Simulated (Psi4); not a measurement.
# CaBr (SMILES [Ca][Br]) at 4 levels

Wanted: a comparison of 4 runs (UHF/def2-SVP, UHF/def2-SVPD, UPBE/6-311G**, UPBE0/6-311G**) of CaBr. 

The calculation is run with Psi4 1.11.

8 further runs of the same task are left out: 1 for a known fault of the program, 4 that didn't finish, 3 set aside as unsound or not needed.

### Step 1. Starting point

CaBr has 2 atoms, charge 0, and is taken as a doublet. As SMILES, `[Ca][Br]`. Geometry: a GFN2-xTB relaxation, a rough one for these elements and not checked as a minimum.

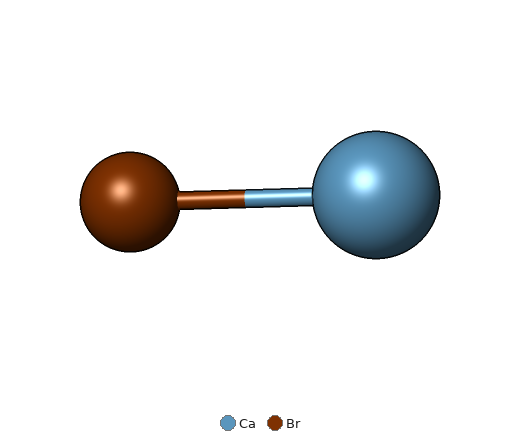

The structure, seen from a chosen angle (calcium blue, bromine brown).

### Step 2. Energy and gradient at UHF/def2-SVP (run 1)

run.py reads:

```python
import psi4

psi4.set_memory('1600 MB')
psi4.set_num_threads(1)
psi4.core.set_output_file('run.log', False)

geom = psi4.geometry("""
0 2
Ca
Br 1 2.63271
units angstrom
symmetry c1
""")

options = {'reference': 'uhf', 'puream': True, 'e_convergence': 1e-09, 'd_convergence': 1e-08, 'scf_type': 'pk', 'maxiter': 200}
psi4.set_options(options)

e, wfn = psi4.gradient("hf/def2-SVP", molecule=geom, return_wfn=True)
psi4.oeprop(wfn, "MULLIKEN_CHARGES", "WIBERG_LOWDIN_INDICES", "DIPOLE")
print('gradient / Eh bohr^-1')
print(e.np.round(6))
print(f'energy = {wfn.energy():.10f} Eh')
for k, v in sorted(psi4.core.scalar_variables().items()):
    print(f'{k:45s} {v:18.10f}')
```

Command:

```sh
$ python run.py
```

run.log:

```text
[...]
  Running in c1 symmetry.
[...]
  Nuclear repulsion =  140.700664892449225
[...]
  Multiplicity = 2
[...]
  Nalpha       = 28
  Nbeta        = 27
[...]
    Number of basis functions: 56
[...]
   @UHF iter   1: -3248.58518502448896   -1.98039e+00   1.99750e-02 ADIIS/DIIS
[...]
   @UHF iter  12: -3248.86282229090148   -7.27596e-12   9.36870e-09 DIIS
[...]
   @S^2 Observed:                7.505465193E-01
[...]
  @UHF Final Energy: -3248.86282229090148
   => Energetics <=
    Nuclear Repulsion Energy =            140.7006648924492254
    One-Electron Energy =               -4792.5117862670231261
    Two-Electron Energy =                1402.9482990836727367
    Total Energy =                      -3248.8628222909014767
  UHF NO Occupations:
  HONO-2 :   26  A 1.9999404
  HONO-1 :   27  A 1.9998883
[...]
  -Total Gradient:
     Atom            X                  Y                   Z
    ------   -----------------  -----------------  -----------------
       1       -0.000000002649     0.000000000063     0.006488737586
       2        0.000000002649    -0.000000000063    -0.006488737792
[...]
 Multipole Moments:
 ------------------------------------------------------------------------------------
     Multipole            Electronic (a.u.)      Nuclear  (a.u.)        Total (a.u.)
 ------------------------------------------------------------------------------------
 L = 1.  Multiply by 2.5417464519 to convert [e a0] to [Debye]
 Dipole X            :         -0.0000012            0.0000000           -0.0000012
 Dipole Y            :          0.0000000            0.0000000            0.0000000
 Dipole Z            :          5.6102520           -7.5193439           -1.9090919
 Magnitude           :                                                    1.9090919
[...]
```

On the terminal:

```text
gradient / Eh bohr^-1
[[-0.        0.        0.006489]
 [ 0.       -0.       -0.006489]]
energy = -3248.8628222909 Eh
CURRENT ENERGY                                  -3248.8628222909
CURRENT REFERENCE ENERGY                        -3248.8628222909
DD SOLVATION ENERGY                                 0.0000000000
HF KINETIC ENERGY                                3248.7342300463
HF POTENTIAL ENERGY                             -6497.5970523372
HF TOTAL ENERGY                                 -3248.8628222909
HF VIRIAL RATIO                                     2.0000395823
NUCLEAR REPULSION ENERGY                          140.7006648924
ONE-ELECTRON ENERGY                             -4792.5117862670
PCM POLARIZATION ENERGY                             0.0000000000
PE ENERGY                                           0.0000000000
SCF ITERATION ENERGY                            -3248.8628222909
SCF ITERATIONS                                     12.0000000000
SCF TOTAL ENERGY                                -3248.8628222909
TWO-ELECTRON ENERGY                              1402.9482990837
```

Run time: 3.6 s. Hardware: 1 thread of AMD EPYC 7R43 (Zen 3), shared host; peak memory 0.22 GiB.

### Step 3. Energy and forces at UHF/def2-SVPD (run 2)

brca.xyz reads:

```xyz
2
BrCa
Ca     0.000000     0.000000     0.000000
Br     0.000000     0.000000     2.632710
```

calc.py reads:

```python
import psi4

psi4.set_memory(1600000000)
psi4.set_num_threads(1)
psi4.core.set_output_file('output.dat', False)

with open('brca.xyz') as f:
    atoms = ''.join(f.readlines()[2:])
geom = psi4.geometry('0 2\n' + atoms + 'symmetry c1\nno_reorient\nno_com')

psi4.set_options({
    'basis': 'def2-SVPD',
    'reference': 'uhf',
    'puream': True,
    'e_convergence': 1e-09,
    'd_convergence': 1e-08,
    'scf_type': 'pk',
    'maxiter': 200,
})

e, wfn = psi4.gradient('scf', return_wfn=True)
psi4.oeprop(wfn, 'LOWDIN_CHARGES', 'WIBERG_LOWDIN_INDICES', 'DIPOLE', title='SCF')
print('gradient / Eh bohr^-1')
print(e.np.round(6))
print(f'energy = {wfn.energy():.10f} Eh')
```

Command:

```sh
$ python calc.py
```

output.dat:

```text
[...]
  Running in c1 symmetry.
[...]
  Nuclear repulsion =  140.700664892449225
[...]
  Multiplicity = 2
[...]
  Nalpha       = 28
  Nbeta        = 27
[...]
    Number of basis functions: 68
[...]
   @UHF iter   1: -3248.59155798364736   -1.97576e+00   1.66903e-02 ADIIS/DIIS
[...]
   @UHF iter  12: -3248.86929099015060   -1.72804e-11   9.43958e-09 DIIS
[...]
   @S^2 Observed:                7.504439998E-01
[...]
  @UHF Final Energy: -3248.86929099015060
   => Energetics <=
    Nuclear Repulsion Energy =            140.7006648924492254
    One-Electron Energy =               -4791.9781898557157547
    Two-Electron Energy =                1402.4082339731160118
    Total Energy =                      -3248.8692909901510575
  UHF NO Occupations:
  HONO-2 :   26  A 1.9999502
  HONO-1 :   27  A 1.9999112
[...]
  -Total Gradient:
     Atom            X                  Y                   Z
    ------   -----------------  -----------------  -----------------
       1       -0.000000001081     0.000000014244     0.008527907623
       2        0.000000001081    -0.000000014244    -0.008527907390
[...]
 Multipole Moments:
 ------------------------------------------------------------------------------------
     Multipole            Electronic (a.u.)      Nuclear  (a.u.)        Total (a.u.)
 ------------------------------------------------------------------------------------
 L = 1.  Multiply by 2.5417464519 to convert [e a0] to [Debye]
 Dipole X            :         -0.0000006            0.0000000           -0.0000006
 Dipole Y            :          0.0000079            0.0000000            0.0000079
 Dipole Z            :       -175.7722092          174.1285304           -1.6436788
 Magnitude           :                                                    1.6436788
[...]
```

The script printed:

```text
gradient / Eh bohr^-1
[[-0.        0.        0.008528]
 [ 0.       -0.       -0.008528]]
energy = -3248.8692909902 Eh
```

Wall time 4.8 s (1 thread of AMD EPYC 7R43 (Zen 3), shared host); peak memory 0.24 GiB.

Run 3 isn't shown in full; the table further down has it.

### Step 4. The energy at UPBE0/6-311G(d,p) (run 4)

job.inp reads:

```
memory 1600 MB

molecule m {
  0 2
  Ca     0.00000000     0.00000000     0.00000000
  Br     0.00000000     0.00000000     4.97510087
  units bohr
  symmetry c1
}

set {
  basis                6-311G**
  reference            uks
  puream               true
  e_convergence        1e-09
  d_convergence        1e-08
  scf_type             pk
  dft_radial_points    99
  dft_spherical_points 590
  maxiter              200
}

energy_value, wavefunction = energy('pbe0', return_wfn=True)
oeprop(wavefunction, 'MULLIKEN_CHARGES', 'WIBERG_LOWDIN_INDICES', 'LOWDIN_CHARGES', title='PBE0')
print_variables()
```

Command:

```sh
$ psi4 -n 1 job.inp job.out
```

job.out:

```text
[...]
  Running in c1 symmetry.
[...]
  Nuclear repulsion =  140.700664828932418
[...]
  Multiplicity = 2
[...]
  Nalpha       = 28
  Nbeta        = 27
[...]
    Number of basis functions: 83
[...]
   @UKS iter   1: -3250.70443068854138   -1.47735e+00   2.75633e-02 DIIS/ADIIS
[...]
   @UKS iter  13: -3251.28730988536699   -5.00222e-12   2.02019e-09 DIIS
[...]
   @S^2 Observed:                7.503340001E-01
[...]
  @UKS Final Energy: -3251.28730988536699
   => Energetics <=
    Nuclear Repulsion Energy =            140.7006648289324175
    One-Electron Energy =               -4792.7864849144207255
    Two-Electron Energy =                1496.5760798334129049
    DFT Exchange-Correlation Energy =     -95.7775696332914919
    Empirical Dispersion Energy =           0.0000000000000000
    VV10 Nonlocal Energy =                  0.0000000000000000
    Total Energy =                      -3251.2873098853665397
[...]
 Multipole Moments:
 ------------------------------------------------------------------------------------
     Multipole            Electronic (a.u.)      Nuclear  (a.u.)        Total (a.u.)
 ------------------------------------------------------------------------------------
 L = 1.  Multiply by 2.5417464519 to convert [e a0] to [Debye]
 Dipole X            :          0.0000000            0.0000000            0.0000000
 Dipole Y            :          0.0000000            0.0000000            0.0000000
 Dipole Z            :          5.7115676           -7.5193439           -1.8077763
 Magnitude           :                                                    1.8077763
[...]
```

Run time: 7.8 s. Hardware: 1 thread of AMD EPYC 7R43 (Zen 3), shared host; peak memory 0.46 GiB.

### Step 5. The series

```csv
run,level,task,integration grid,energy (Eh),dipole moment (D),HOMO energy (eV),LUMO energy (eV),wall time
1,UHF/def2-SVP,gradient,–,-3248.862822,4.85,-6.01,-0.04,3.6 s
2,UHF/def2-SVPD,gradient,–,-3248.869291,4.18,-6.08,-0.16,4.8 s
3,UPBE/6-311G**,energy,99 radial × 590 angular,-3251.157028,4.39,-3.91,-2.99,7.8 s
4,UPBE0/6-311G**,energy,99 radial × 590 angular,-3251.287310,4.59,-4.59,-2.36,7.8 s
```

### Step 6. Summary of results

```
                                 quantity           value
                      run 4: total energy  -3251.28731 Eh
                     run 4: dipole moment          4.59 D
run 4: HOMO energy (highest over α and β)        -4.59 eV
 run 4: LUMO energy (lowest over α and β)        -2.36 eV
                              run 4: ⟨S²⟩           0.750
```

What this shows: The dipole moment (its size) runs from 4.18 D (UHF/def2-SVPD) to 4.85 D (UHF/def2-SVP). Totals of different functionals can't be ranked against each other. All runs together took 24 s, the longest 7.8 s.
